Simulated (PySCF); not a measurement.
# Ge⁺: dipole response in def2-QZVPPD

Aim: the static polarisability and the C₆ coefficient of Ge⁺, method by method.

Method: unrestricted determinants in a Gaussian basis, no spin-orbit coupling in the energies. Code: PySCF 2.14.0.

## Step 1: Starting point

| Item | Value |
| --- | --- |
| Element | germanium (Z = 32) |
| Basis | def2-QZVPPD (12s7p5d4f1g, 95 functions) |
| Hamiltonian | no relativity, point nucleus |
| State 1 | Ge⁺: [Ar] 3d10 4s2 4p1, 2P determinant |
| Methods | wB97X |

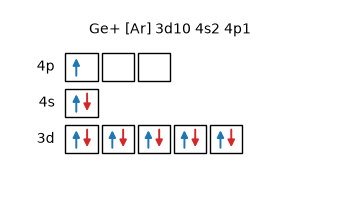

The shells outside the core, filled by Hund's rule for the drawing.

One driver process ran all states and methods and kept the integrals in memory. Each run is shown as a PySCF script that sums up its settings (the driver passes frozen orbitals as a list and adds second-order terms of double hybrids); the logs are those of the runs themselves. The driver starts from symmetry-adapted Hartree-Fock orbitals, holds the occupation by maximum overlap and uses a logarithmic radial grid for functionals, so a plain start would take other cycles.

The integrals over 95 functions and the set-up took 1.4 s of CPU time.

## Step 2: Ge⁺, at wB97X

**wB97X**

File input.py:

```python
from pyscf import gto, scf, dft, mp, cc
import basis_set_exchange as bse
mol = gto.M(atom="Ge 0 0 0", charge=1, spin=1, symmetry="D2h",
            basis=gto.basis.parse(bse.get_basis("def2-QZVPPD", elements=["Ge"], fmt="nwchem")))
mf = dft.UKS(mol, xc="WB97X")
mf.irrep_nelec = {'Ag': (6, 6), 'B1g': (1, 1), 'B2g': (1, 1), 'B3g': (1, 1), 'B1u': (2, 2), 'B2u': (3, 2), 'B3u': (2, 2)}
mf.kernel()
```

Log:

```text
damping factor = 0
level_shift factor = 0
DIIS = <class 'pyscf.scf.diis.CDIIS'>
diis_start_cycle = 1
diis_space = 10
diis_damp = 0
SCF conv_tol = 1e-09
SCF conv_tol_grad = None
number electrons alpha = 16  beta = 15
XC functionals = WB97X
    J.-D. Chai and M. Head-Gordon.,  J. Chem. Phys. 128, 084106 (2008)
cycle= 1 E= -2076.71170633904  delta_E= -0.013  |g|= 0.133  |ddm|= 0.157
cycle= 2 E= -2076.71170322359  delta_E= 3.12e-06  |g|= 0.137  |ddm|= 0.0844
cycle= 3 E= -2076.7135354576  delta_E= -0.00183  |g|= 0.00464  |ddm|= 0.0372
cycle= 4 E= -2076.71354265344  delta_E= -7.2e-06  |g|= 0.000352  |ddm|= 0.00776
cycle= 5 E= -2076.71354275547  delta_E= -1.02e-07  |g|= 4.93e-05  |ddm|= 0.00141
cycle= 6 E= -2076.71354275931  delta_E= -3.84e-09  |g|= 6.68e-06  |ddm|= 0.000262
cycle= 7 E= -2076.7135427594  delta_E= -8.28e-11  |g|= 1.07e-06  |ddm|= 3.1e-05
converged SCF energy = -2076.7135427594  <S^2> = 0.75204662  2S+1 = 2.0020456
```

CPU time 42 s on a shared host, the integrals not counted.

The occupied shells:

```
shell  electrons  mean orbital energy (eV)  spread (eV)  rms radius (bohr)
 1s α          1                  -10854.6            0             0.0554
 1s β          1                  -10854.5            0             0.0554
 2s α          1                   -1364.5            0              0.232
 2s β          1                   -1364.5            0              0.232
 2p α          3                   -1215.4        0.080              0.205
 2p β          3                   -1215.4        0.157              0.205
 3s α          1                   -181.22            0              0.681
 3s β          1                   -181.17            0              0.681
 3p α          3                   -131.52        0.308              0.706
 3p β          3                   -131.45        0.457              0.706
 3d α          5                   -45.225        0.363              0.823
 3d β          5                   -45.148        0.486              0.823
 4s α          1                   -23.677            0               2.22
 4s β          1                   -22.657            0               2.22
 4p α          1                   -14.988            0               2.72
```

⟨S²⟩ = 0.752, ⟨L²⟩ = 2.01.

The driver then solved the coupled dipole response at imaginary frequencies: mean α = 18.84 bohr³ (xx, yy, zz: 17.85, 20.82, 17.85), C₆ = 109.2 au for a like pair.

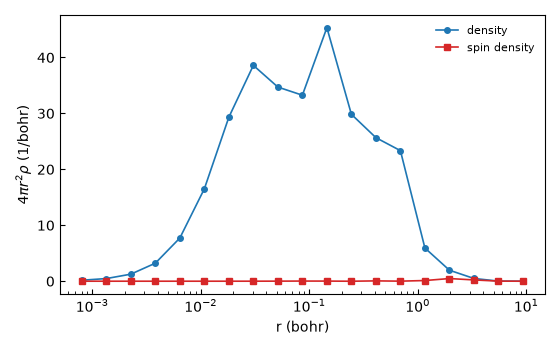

Radial density 4πr²ρ of Ge⁺ at wB97X, at 19 stored radii joined by straight lines.

## Step 3: The response side by side

Ge⁺, in atomic units:

```
method  mean α  C₆ (like pair)  S(−4)
 wB97X   18.84           109.2  133.3
```

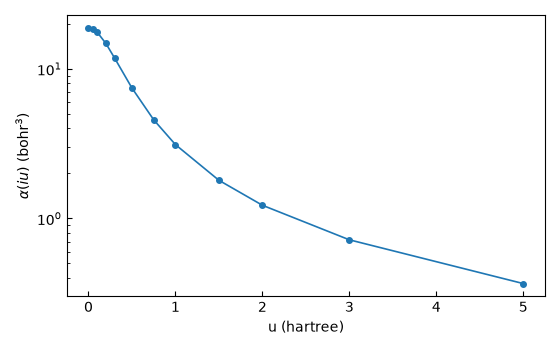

α(iu) of Ge⁺, the polarisability at imaginary frequency, on a logarithmic scale.

## Step 4: What came out

| quantity | value |
| --- | --- |
| α of Ge⁺ | 18.84 (wB97X) bohr³ |

A single London oscillator with the computed α and C₆ of Ge⁺ at wB97X would have ω = 4 C₆ / (3 α²) = 0.410 hartree. The basis is finite, and no extrapolation was made.
